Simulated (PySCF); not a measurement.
# C$_{4}$H$_{13}$BOSi (SMILES CCCOBC[SiH3]): what the fields show

```xyz
20

C    -2.9337   -0.2033    1.9373
C    -2.2800    0.3101    0.6794
C    -0.8320    0.6985    1.1378
O    -0.1411    1.3553    0.0661
B     0.6856    0.8928   -0.8542
C     1.3093   -0.6215   -0.8316
Si    3.0316   -0.9162   -0.0870
H    -3.9981   -0.2768    1.9220
H    -2.5932    0.4041    2.7616
H    -2.6224   -1.2247    2.2219
H    -2.6971    1.2066    0.3393
H    -2.3392   -0.3606   -0.2017
H    -1.0249    1.3736    1.9609
H    -0.2596   -0.1927    1.5381
H     0.9440    1.6218   -1.8005
H     0.7131   -1.1986   -0.1134
H     1.2712   -0.8436   -1.8512
H     3.6868   -1.9396   -0.9383
H     2.6984   -1.4783    1.1648
H     3.9966    0.2648    0.0793
```

Geometry: GFN2-xTB, MD frame at 250 fs, 400 K.

Theory: PySCF 2.14.0, PBE0/pcSseg-1, SCF density, gas phase, non-relativistic.

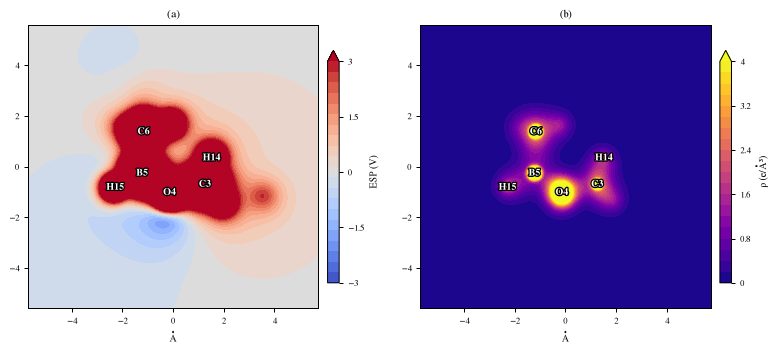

Figure 1. (a) molecular electrostatic potential; (b) electron density on the plane of atoms O4, B5 and C6.

What does the map show?

- Atoms in the plane: C, O, B and H.
- B–O (1.32 Å): the density is about 2.3 e/Å³ at the midpoint.
- C–O (1.43 Å): ρ is about 1.9 e/Å³ halfway, with its minimum of 1.6 e/Å³ about 0.5 Å from C.
- C–B (1.64 Å): ρ at the midpoint is about 1.2 e/Å³.
- Outside the dense part of the molecule the potential is most negative (−1.7 V) near O4.

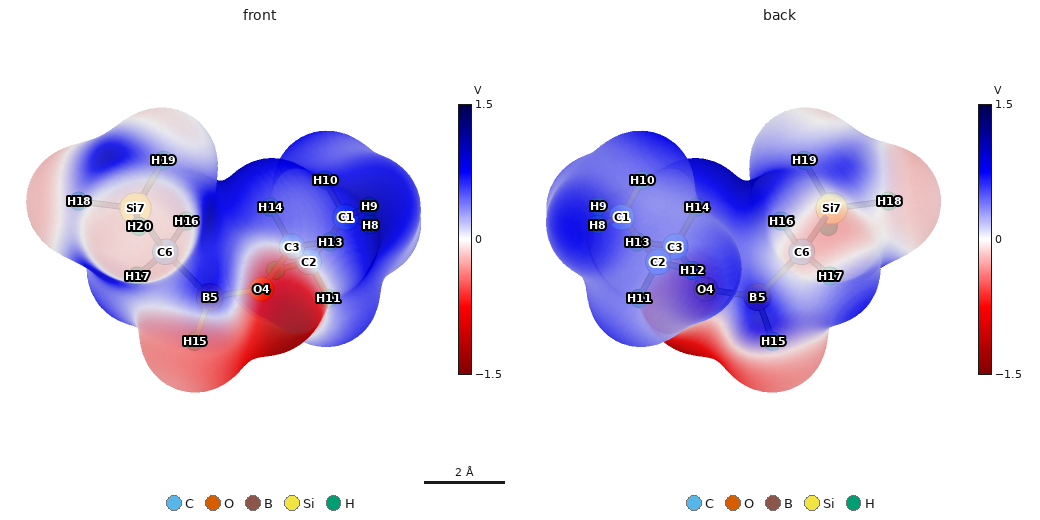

Figure 2. The electrostatic potential painted on the density surface at 0.002 e/bohr³, seen from the front and from behind; red is negative and blue positive.

Where is the surface potential most negative and most positive?

The most negative region (about −1.3 V) lies over O4, the most positive (about +1.1 V) over the H and Si atoms. O4 is the likeliest acceptor of a hydrogen bond.

How polar is the molecule by this calculation?

Its dipole moment is 2.23 D.
